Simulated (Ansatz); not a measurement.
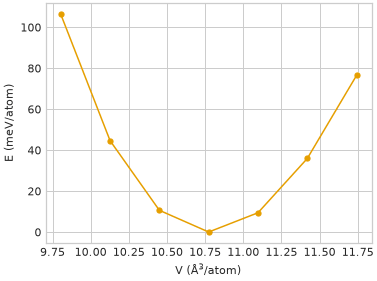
Figure. TaN (rock salt, Fm-3m) under volume change, DFT-PBE in the program Ansatz with PAW potentials, scaled uniformly.

Problem. What does a third-order Birch–Murnaghan fit give for V₀, B₀ and B′?

Solution. V₀ = 10.77 Å³/atom, B₀ = 329 GPa, B′ = 4.4.

The PBE relaxation kept the symmetry of its start. The run is not spin-polarised. Scalar-relativistic: spin–orbit coupling is off unless named, which matters more the heavier the elements.

Potentials: the later of the program's two PAW sets.
